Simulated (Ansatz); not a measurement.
# Elastic response of CdH8C4O6 (P2_1/c) (152 atoms), part 4 of 4

How stiff is CdH8C4O6 (P2_1/c) (152 atoms), and how do its levels respond to strain?

Ansatz 0.2.0; Kohn-Sham DFT, PBE+D3(BJ), PAW (set soft_2), plane waves.

The cell: 8 Cd, 64 H, 32 C and 48 O. Only the Γ point is sampled.

So far. Step 11 (Compressed by 1 % along x): The relaxation converged after 6 steps, 0.0784 eV below its start, with a largest force component of 0.017 eV/Å. Step 11 (Compressed by 1 % along x): Compressed by 1 % along x: the energy stands 0.0244 eV above that of the reference, at a pressure of 0.276 GPa.

### 12. Sheared by 2 % in xy

A shear of the relaxed cell gives the modulus that volume changes can't reach.

File input.yaml:

```yaml
crystal:
  lattice:
    - [15.27655, 0.15311, 0.50054]
    - [0.12239, 12.21194, -0.0006]
    - [-0.39457, -0.00436, 8.18119]
  atoms:
    [... the 152 atom lines of step 4 ...]
kpoints:
  mp_grid: { grid: [1, 1, 1] }
hamiltonian:
  xc: pbe
  dispersion: d3bj
scf:
  occupations: { method: fixed }
output:
  forces: true
  eigenvalues: true
  stress: true
relax:
  f_tol: 0.05
  max_steps: 70
```

Command:

```bash
$ ansatz run input.yaml --threads 4 --pin off --max-ram 8192MiB --backend cpu --events-out ev --progress --plain --runs-dir out
```

Numbers of over 12 decimals in the logs are rounded to 6 here.

Output:

```text
[...]
Crystal: 152 atoms, lattice volume = 1528.511 Å³
Basis set: ecut = 420 eV, 29891 PW (Γ), exchange–correlation on 216×180×120 points (8 copies of the dense FFT grid, shifted against one another)
Bands: 472, of which v1, the nominal top of the filled ones, is band 320 counted from 1 (319 counted from 0)
Symmetry: 1 space group operations
[...]
k-points: 1
[...]
SCF iter   1: F=—  HF=-102335.285691 eV  |F-HF|=—  |Δ(HF+E_count)|=         —  Δρ=3.08e-3  dr2=1.63e-1  ethr=1.77e-3  ⟨swp⟩=5.0  Hψ=1627  notcnv=0  defer=149
[...]
SCF iter   5: F=—  HF=-102335.263724 eV  |F-HF|=—  |Δ(HF+E_count)|=   6.88e-5  Δρ=1.50e-4  dr2=3.51e-4  ethr=2.15e-7  ⟨swp⟩=2.0  Hψ=747  notcnv=0  defer=150
SCF iter   6: F=-102335.263690 eV  HF=-102335.263705 eV  |F-HF|=1.53e-5  |Δ(HF+E_count)|=   1.88e-5  Δρ=6.33e-5  dr2=6.07e-5  ethr=9.77e-9  ⟨swp⟩=15.0  Hψ=3327  notcnv=0
SCF 1 converged in 6 iterations: F = -102335.263690 eV  dr2 = 6.07e-5
[...]
relax step   1: F+E_penalty+E_count = -102335.26368958 eV  Δ(F+E_penalty+E_count) = +0.000e0 eV  max|allowed force component| = 5.754e-1 eV/Å  Δτ_max = 0.0000 Å  (6 SCF iters, dr2 threshold 6.25e-5 eV, accepted)
[...]
relax step   2: F+E_penalty+E_count = -102335.43159250 eV  Δ(F+E_penalty+E_count) = -1.679e-1 eV  max|allowed force component| = 2.016e-1 eV/Å  Δτ_max = 0.0560 Å  (6 SCF iters, dr2 threshold 2.07e-5 eV, accepted)
[...]
relax step   3: F+E_penalty+E_count = -102335.42756335 eV  Δ(F+E_penalty+E_count) = +4.029e-3 eV  max|allowed force component| = 1.726e-1 eV/Å  Δτ_max = 0.0503 Å  (8 SCF iters, dr2 threshold 2.54e-6 eV, rejected (line search))
relax step   4: F+E_penalty+E_count = -102335.44347216 eV  Δ(F+E_penalty+E_count) = -1.188e-2 eV  max|allowed force component| = 3.089e-1 eV/Å  Δτ_max = 0.0245 Å  (10 SCF iters, accepted)
relax step   5: F+E_penalty+E_count = -102335.45752311 eV  Δ(F+E_penalty+E_count) = -1.405e-2 eV  max|allowed force component| = 2.145e-2 eV/Å  Δτ_max = 0.0162 Å  (5 SCF iters, dr2 threshold 1.17e-5 eV, accepted)
[...]
relax step   6: F+E_penalty+E_count = -102335.45752749 eV  Δ(F+E_penalty+E_count) = -4.383e-6 eV  max|allowed force component| = 2.138e-2 eV/Å  Δτ_max = 0.0000 Å  (5 SCF iters, accepted)
SCF converged after 5 iterations
Free energy (F): -102335.457527 eV
[...]
Internal energy: -102335.457527 eV  (E = F + TS)
E sigma→0 (E₀):  -102335.457527 eV
Fermi energy:    1.224769 eV
[...]
Σ components = -102335.457527   (vs F -102335.457527, Δ=0.00e0)
--- Forces (eV/Å), atoms counted from 1 ---
  atom   1  Cd    -0.00257519    -0.00187086    -0.00264492
  atom   2  Cd    -0.00246508     0.00561338    -0.00071284
  atom   3  Cd     0.00150949     0.00196153     0.00147002
  atom   4  Cd     0.00266871    -0.00558891     0.00077491
[...]
atom 152  O      0.00494313     0.00274551    -0.00125157
  max |Σ_I F_I| component: 7.26e-6 eV/Å
--- Stress (GPa, compression-positive) ---
        0.015253      -0.306312       0.029362
       -0.306312       0.020489      -0.100700
        0.029362      -0.100701       0.024668
  P = ⅓ Tr σ = 0.0201 GPa (0.201 kbar)
--- Band table (eV) ---
[...]
--- Relaxed structure (6 steps of the walk, 5 accepted, 0 SCFs on fresh bases) ---
  F+E_penalty+E_count = -102335.45752749 eV   max|allowed force component| = 2.138e-2 eV/Å
  atoms:
    - { symbol: Cd, position: [0.087110, 0.588173, 0.081392] }
    - { symbol: Cd, position: [0.414253, 0.088809, 0.420670] }
    - { symbol: Cd, position: [0.412837, 0.411854, 0.918373] }
    - { symbol: Cd, position: [0.085623, 0.911266, 0.579301] }
[...]
- { symbol: O, position: [0.630039, 0.910982, 0.307989] }
```

Run time: 2.5 min. Hardware: 4 threads of Arm Neoverse V1, shared host; peak memory 2.3 GiB.

The relaxation converged after 6 steps, 0.194 eV below its start, with a largest force component of 0.021 eV/Å.

Sheared by 2 % in xy: the energy stands 0.0300 eV above that of the reference, at a pressure of 0.0201 GPa.

### 13. Pressure against volume

Atoms are relaxed at each volume, in the scaled cell.

| volume change (%) | volume (Å³/atom) | energy change (meV/atom) | pressure (GPa) | largest move on relaxing (Å) | bonds | gap (eV) |
| --- | --- | --- | --- | --- | --- | --- |
| -10 | 9.051 | 5.80 | 2.09 | 1.06 | 168 | 4.33 |
| -6 | 9.454 | 2.28 | 1.16 | 0.40 | 168 | 4.43 |
| -3 | 9.755 | 0.54 | 0.59 | 0.14 | 168 | 4.40 |
| +0 | 10.057 | 0.00 | 0.01 | - | 168 | 4.35 |
| +3 | 10.359 | 0.49 | -0.55 | 0.12 | 168 | 4.28 |
| +6 | 10.660 | 2.05 | -1.09 | 0.22 | 168 | 4.21 |

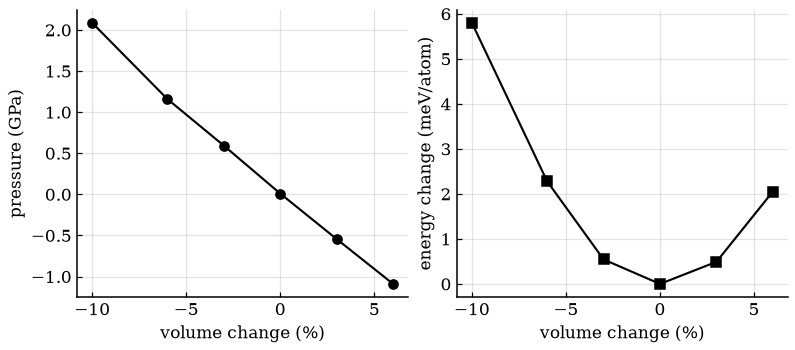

Pressure and energy against volume.

### 14. Uniaxial strain and shear

Stress (GPa, compression positive) less that of the relaxed cell, atoms relaxed:

| strain | xx | yy | zz | xy | energy change (meV/atom) |
| --- | --- | --- | --- | --- | --- |
| stretched by 1 % along x | -0.516 | -0.103 | -0.163 | 0.000 | 0.15 |
| compressed by 1 % along x | 0.533 | 0.132 | 0.138 | 0.000 | 0.16 |
| sheared by 2 % in xy | 0.011 | 0.027 | -0.004 | -0.306 | 0.20 |

### 15. Outcome

The bulk modulus, from the slope of pressure against ln V over the three points nearest the relaxed volume, is 18.9 GPa; between neighbouring points the slope runs 21, 18, 19, 19 and 19 GPa from the smallest volume up, without a steady fall, so no pressure derivative is given. At -10 % some atom moved by over 0.5 Å on relaxing, so that point may sit in another local minimum. The gap goes from 4.33 eV at the smallest volume to 4.21 eV at the largest, not monotonically (lowest 4.21, highest 4.43 eV), on the run's k-points. In the Cartesian axes of the cell, finite differences give C11 = 52.4, C12 = 11.7, C13 = 15.1 and C66 = 15.3 GPa (the shear of 2 % is the engineering strain, εxy = 0.01).

**Limits.** Strains are finite and relaxations stop at the force tolerance of the input, which can leave moduli too stiff; they are those of a static cell at zero temperature. Volumes are changed with the cell's shape held, so in an anisotropic solid the modulus lies over the one under free hydrostatic load. The program notes that the SCF threshold of the relaxations is loose for the stress.

The DFT runs together took 29 min of wall time.

[Logs are printed without paths, hosts, clocks, repeated set-up lines and the standing remarks that a program may print on its own settings, such as how far it seeks lower states.]

[Hosts, paths, dates, database ids (printed as entryN), source tags and the programs' standing remarks are cut or masked in the printed files.]
